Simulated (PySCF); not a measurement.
AlF (charge −1, doublet)

```
atom   x (Å)   y (Å)    z (Å)
  Al  0.0000  0.0000  -0.7375
   F  0.0000  0.0000   1.0475
```

Theory: PySCF 2.14.0, PBE0/def2-SVPD, non-relativistic Hamiltonian with scalar-relativistic core potentials where named, at a bond length of 1.785 Å.

Q: Predict the electron density, electron localisation function and spin density between the atoms.

A: Al–F (1.78 Å): the density is about 0.58 e/Å³ at the midpoint; the ELF peaks at about 0.85 in the valence shell of F, 0.5 Å from its nucleus, and is about 0.25 at the midpoint.
The unpaired spin (1 electron) lies mostly on Al1 (about 1.0), in electrons by Hirshfeld's partition.

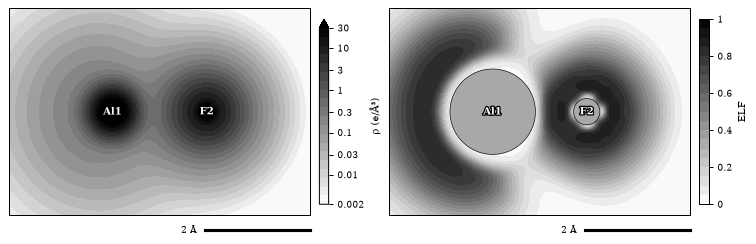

Computed electron density and electron localisation function on a plane that holds the molecular axis, in this order. Grey discs cover the atomic cores in the ELF map. 
